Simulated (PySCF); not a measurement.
System: C$_{3}$H$_{8}$NOSi$_{2}$ (SMILES O=CN[Si]1C[SiH2]C1) (doublet).

```xyz
15

O     2.5219    1.4057    1.1471
C     2.5693    0.2045    1.0120
N     1.7229   -0.4452    0.2044
Si    0.5446    0.5907   -0.6347
C    -0.9003    1.0691    0.5594
Si   -2.0542   -0.2404   -0.2407
C    -0.6745   -0.6408   -1.5101
H     3.3047   -0.4275    1.5406
H     1.8200   -1.4432    0.0906
H    -0.6737    0.9202    1.6121
H    -1.2488    2.0925    0.4584
H    -2.3879   -1.3607    0.6422
H    -3.2706    0.3191   -0.8277
H    -0.9287   -0.3583   -2.5269
H    -0.3492   -1.6778   -1.5487
```

Geometry: GFN2-xTB.

Method: UKS B3LYP, pcH-1 on C H N O Si, non-relativistic, mean-field spin-orbit, GIAO in PySCF 2.14.0, density-fitted response routines.

**Predict the electron density, electron localisation function and spin density between the atoms.**

C–O (1.21 Å): ρ is about 3.3 e/Å³ halfway; the ELF peaks at about 0.85 between the atoms (a short, multiple covalent bond).
C–N (1.34 Å): ρ is about 2.4 e/Å³ halfway; the ELF peaks at about 0.90 between the atoms: a covalent bond.
Si–N (1.78 Å): ρ at the midpoint is about 0.97 e/Å³; the ELF peaks at about 0.90 between the atoms; a shared but strongly polarised pair.
C–Si (1.94 Å): the density is about 0.84 e/Å³ at the midpoint; the ELF peaks at about 0.95 between the atoms, as expected for a covalent bond.
The unpaired spin (1 electron) lies mostly on Si4 (about 0.7), C5 (about 0.1) and C7 (about 0.1), in electrons by Hirshfeld's partition.

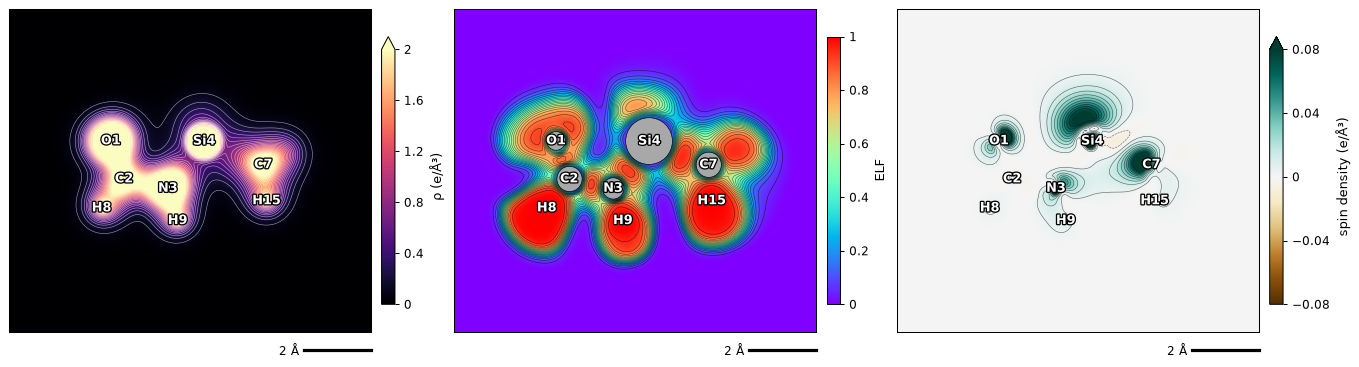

Computed electron density, electron localisation function and spin density on the plane of atoms C2, N3 and H9, in this order. Grey discs cover the atomic cores in the ELF map. 
